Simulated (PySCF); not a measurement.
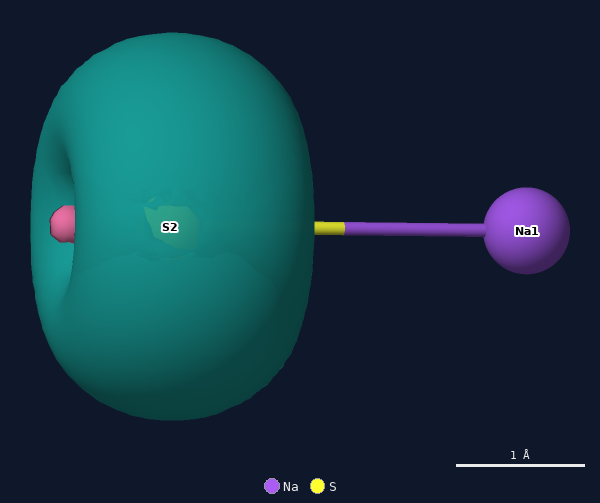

The picture shows: NaS (charge +1, triplet). Isosurfaces of the spin density (α minus β) at +0.04 (teal) and −0.04 e/Å³ (pink), seen from one side.

Method: PySCF, PBE0/pcseg-2, non-relativistic, at a bond length of 2.865 Å.

Describe the spin distribution.

The unpaired spin (2 electrons) lies mostly on S2 (about 2.0), in electrons by Hirshfeld's partition.
